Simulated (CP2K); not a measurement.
# HNO3 (nitric acid) at PBE/DZVP-MOLOPT-SR-GTH (core potential)

Aim: the energy change on altering one bond length of HNO3 (nitric acid) at PBE/DZVP-MOLOPT-SR-GTH (core potential), from 2 runs. 

Program for the calculation: CP2K 2026.2.

2 further runs of the same task are left out: 1 that didn't finish, 1 set aside as unsound or not needed.

## (1) Starting point

The species is HNO3 (5 atoms), meant as a singlet with charge 0. SMILES: `O=[N+]([O-])O`. The shape is that of a PBE0-D4/def2-TZVP optimisation. This is one conformer, not always the lowest.

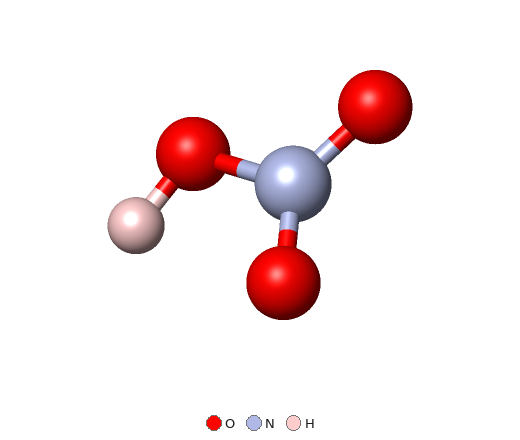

The structure, seen from a chosen angle (oxygen red, nitrogen light blue, hydrogen pink).

## (2) A single-point energy at PBE/DZVP-MOLOPT-SR-GTH (core potential)

molecule.inp reads:

```
&GLOBAL
  PROJECT molecule
  RUN_TYPE ENERGY
  PRINT_LEVEL MEDIUM
&END GLOBAL

&FORCE_EVAL
  METHOD QUICKSTEP
  &DFT
    BASIS_SET_FILE_NAME BASIS_MOLOPT
    POTENTIAL_FILE_NAME GTH_POTENTIALS
    ! Quickstep
    &QS
      METHOD GPW
      EPS_DEFAULT 1.0E-10
    &END QS
    &MGRID
      CUTOFF 400
      REL_CUTOFF 50
      NGRIDS 4
    &END MGRID
    &POISSON
      PERIODIC NONE
      POISSON_SOLVER MULTIPOLE
    &END POISSON
    &SCF
      SCF_GUESS ATOMIC
      EPS_SCF 1.0E-06
      MAX_SCF 80
      ADDED_MOS 3
      &DIAGONALIZATION
        ALGORITHM STANDARD
      &END DIAGONALIZATION
      &MIXING
        METHOD DIRECT_P_MIXING
        ALPHA 0.4
      &END MIXING
    &END SCF
    ! exchange and correlation
    &XC
      &XC_FUNCTIONAL PBE
      &END XC_FUNCTIONAL
    &END XC
    &PRINT
      &MOMENTS
        PERIODIC F
        REFERENCE COM
        MAX_MOMENT 1
      &END MOMENTS
      &MO ON
        ENERGIES T
        OCCUPATION_NUMBERS T
        NDIGITS 6
        &EACH
          QS_SCF 0
        &END EACH
        ADD_LAST NUMERIC
      &END MO
      &HIRSHFELD OFF
      &END HIRSHFELD
    &END PRINT
  &END DFT
  ! atoms, cell and kinds
  &SUBSYS
    &CELL
      ABC 9.2 9.1 8.5
      PERIODIC NONE
    &END CELL
    &COORD
      O      1.317870    -0.315800     0.746500
      N      0.253090    -0.279730     0.226190
      O     -0.596440    -1.123960     0.141450
      O     -0.044080     0.932950    -0.373960
      H     -0.930440     0.786540    -0.740170
    &END COORD
    &TOPOLOGY
      &CENTER_COORDINATES
      &END CENTER_COORDINATES
    &END TOPOLOGY
    &KIND O
      BASIS_SET DZVP-MOLOPT-SR-GTH-q6
      POTENTIAL GTH-PBE-q6
    &END KIND
    &KIND N
      BASIS_SET DZVP-MOLOPT-SR-GTH-q5
      POTENTIAL GTH-PBE-q5
    &END KIND
    &KIND H
      BASIS_SET DZVP-MOLOPT-SR-GTH-q1
      POTENTIAL GTH-PBE-q1
    &END KIND
  &END SUBSYS
&END FORCE_EVAL
```

The run is started by

```bash
$ OMP_NUM_THREADS=1 cp2k.psmp -i molecule.inp > molecule.out 2>&1
```

The program printed:

```text
CP2K| version string:                                       CP2K version 2026.2
[...]
 GLOBAL| Method name                                                        CP2K
[...]
 GLOBAL| Run type                                                         ENERGY
[...]
 DFT| Spin restricted Kohn-Sham (RKS) calculation                            RKS
 DFT| Multiplicity                                                             1
[...]
 DFT| Charge                                                                   0
[...]
 FUNCTIONAL| PBE:
 QS| Method:                                                                 GPW
[...]
 QS| Density cutoff [a.u.]:                                                200.0
[...]
 QS| Relative density cutoff [a.u.]:                                        25.0
[...]
                             - Atoms:                                          5
[...]
                             - Spherical basis functions:                     57
[...]
 Number of electrons:                                                         24
[...]
     1 P_Mix/Diag. 0.40E+00    0.7     0.72345096       -58.6650647466 -5.87E+01
[...]
    18 DIIS/Diag.  0.75E-06    0.8     0.00000081       -58.4896550740 -3.07E-12
  *** SCF run converged in    18 steps ***
[...]
  Overlap energy of the core charge distribution:               0.00000006946069
  Self energy of the core charge distribution:               -150.83971403561139
  Core Hamiltonian energy:                                     43.33020837621530
  Hartree energy:                                              62.36106141912470
  Exchange-correlation energy:                                -13.34121090317724
  Total energy:                                               -58.48965507398793
[...]
                     Mulliken Population Analysis
 #  Atom  Element  Kind  Atomic population                           Net charge
       1     O        1          6.054839                             -0.054839
       2     N        2          4.847630                              0.152370
       3     O        1          6.121113                             -0.121113
       4     O        1          6.154344                             -0.154344
       5     H        3          0.822075                              0.177925
 # Total charge                             24.000000                 -0.000000
[...]
  Dipole moment [Debye]
    X= -0.1629929E+01 Y=  0.1036544E+01 Z= -0.1169344E+01  Total=      2.2579762
 ENERGY| Total FORCE_EVAL ( QS ) energy [hartree]            -58.489655073987933
[...]
```

Run time: 15 s. Hardware: 1 thread of Arm Neoverse V2, shared host; peak memory 0.66 GiB.

## (3) The distorted shape

qs.inp reads:

```
&GLOBAL
   PROJECT qs
   RUN_TYPE ENERGY
   PRINT_LEVEL MEDIUM
&END GLOBAL

&FORCE_EVAL
   METHOD Quickstep
   &DFT
      BASIS_SET_FILE_NAME BASIS_MOLOPT
      POTENTIAL_FILE_NAME GTH_POTENTIALS
      &QS
         METHOD GPW
         EPS_DEFAULT 1.0E-10
      &END QS
      &MGRID
         CUTOFF 400
         REL_CUTOFF 50
         NGRIDS 4
      &END MGRID
      &POISSON
         PERIODIC NONE
         POISSON_SOLVER MULTIPOLE
      &END POISSON
      &SCF
         SCF_GUESS ATOMIC
         EPS_SCF 1.0E-06
         MAX_SCF 30
         &OT
            MINIMIZER DIIS
            PRECONDITIONER FULL_ALL
         &END OT
         &OUTER_SCF
            EPS_SCF 1.0E-06
            MAX_SCF 10
         &END OUTER_SCF
      &END SCF
      # exchange and correlation
      &XC
         &XC_FUNCTIONAL PBE
         &END XC_FUNCTIONAL
      &END XC
      &PRINT
         &MOMENTS
            PERIODIC F
            REFERENCE COM
            MAX_MOMENT 1
         &END MOMENTS
         &MO_CUBES
            NLUMO 1
            NHOMO -1
            WRITE_CUBE F
         &END MO_CUBES
         &HIRSHFELD OFF
         &END HIRSHFELD
      &END PRINT
   &END DFT
   # atoms, cell and kinds
   &SUBSYS
      # box in angstrom
      &CELL
         ABC 9.6 9.7 8.5
         PERIODIC NONE
      &END CELL
      &COORD
         O      6.096966     4.967395     4.993335
         N      5.032186     5.003466     4.473025
         O      3.503034     3.483854     4.320493
         O      4.735016     6.216146     3.872875
         H      3.848656     6.069736     3.506665
      &END COORD
      &KIND O
         BASIS_SET DZVP-MOLOPT-SR-GTH-q6
         POTENTIAL GTH-PBE-q6
      &END KIND
      &KIND N
         BASIS_SET DZVP-MOLOPT-SR-GTH-q5
         POTENTIAL GTH-PBE-q5
      &END KIND
      &KIND H
         BASIS_SET DZVP-MOLOPT-SR-GTH-q1
         POTENTIAL GTH-PBE-q1
      &END KIND
   &END SUBSYS
&END FORCE_EVAL
```

The run is started by

```bash
$ OMP_NUM_THREADS=1 cp2k.psmp -i qs.inp -o qs.out
```

The program printed:

```text
CP2K| version string:                                       CP2K version 2026.2
[...]
 GLOBAL| Method name                                                        CP2K
[...]
 GLOBAL| Run type                                                         ENERGY
[...]
 DFT| Spin restricted Kohn-Sham (RKS) calculation                            RKS
 DFT| Multiplicity                                                             1
[...]
 DFT| Charge                                                                   0
[...]
 FUNCTIONAL| PBE:
 QS| Method:                                                                 GPW
[...]
 QS| Density cutoff [a.u.]:                                                200.0
[...]
 QS| Relative density cutoff [a.u.]:                                        25.0
[...]
                             - Atoms:                                          5
[...]
                             - Spherical basis functions:                     57
[...]
 Number of electrons:                                                         24
[...]
     1 OT DIIS     0.15E+00    0.7     0.25970082       -55.8963597480 -5.59E+01
[...]
    14 OT DIIS     0.15E+00    0.8     0.00000019       -58.3257515531 -7.92E-11
  *** SCF run converged in    14 steps ***
[...]
  Overlap energy of the core charge distribution:               0.00000005107282
  Self energy of the core charge distribution:               -150.83971403561139
  Core Hamiltonian energy:                                     42.38400199334772
  Hartree energy:                                              63.16253288371122
  Exchange-correlation energy:                                -13.03257244561944
  Total energy:                                               -58.32575155309907
[...]
                     Mulliken Population Analysis
 #  Atom  Element  Kind  Atomic population                           Net charge
       1     O        1          5.930227                              0.069773
       2     N        2          4.902820                              0.097180
       3     O        1          6.304848                             -0.304848
       4     O        1          6.065023                             -0.065023
       5     H        3          0.797081                              0.202919
 # Total charge                             24.000000                 -0.000000
[...]
  Dipole moment [Debye]
    X=  0.3182272E+00 Y=  0.2910354E+01 Z= -0.9521837E+00  Total=      3.0786499
[...]
 HOMO - LUMO gap [eV] :    0.109252
 ENERGY| Total FORCE_EVAL ( QS ) energy [hartree]            -58.325751553099067
[...]
```

Wall time 35 s (1 thread of Arm Neoverse V2, shared host); peak memory 0.67 GiB.

## (4) Results

Level: PBE/DZVP-MOLOPT-SR-GTH (core potential).

| quantity | value |
| --- | --- |
| first shape: total energy | -58.48966 Eh |
| first shape: dipole moment | 2.26 D |
| first shape: HOMO energy | -7.57 eV |
| first shape: LUMO energy | -2.91 eV |
| first shape: HOMO–LUMO gap | 4.67 eV |
| distorted shape: total energy | -58.32575 Eh |
| distorted shape: dipole moment | 3.08 D |
| distorted shape: HOMO energy | -6.07 eV |
| distorted shape: LUMO energy | -5.96 eV |
| distorted shape: HOMO–LUMO gap | 0.11 eV |
| energy change with the N2–O3 bond stretched from 1.201 to 2.161 Å | 4.460 eV |

**Reading.** One bond (distorted shape) is far stretched, which a spin-restricted single reference describes badly; a broken-symmetry solution may lie lower. With the N2–O3 bond stretched from 1.201 to 2.161 Å the energy rises by 4.46 eV (103 kcal/mol). The first shape isn't relaxed at this level, so the change isn't measured from a minimum. A restricted reference can't describe the breaking bond well at this length.
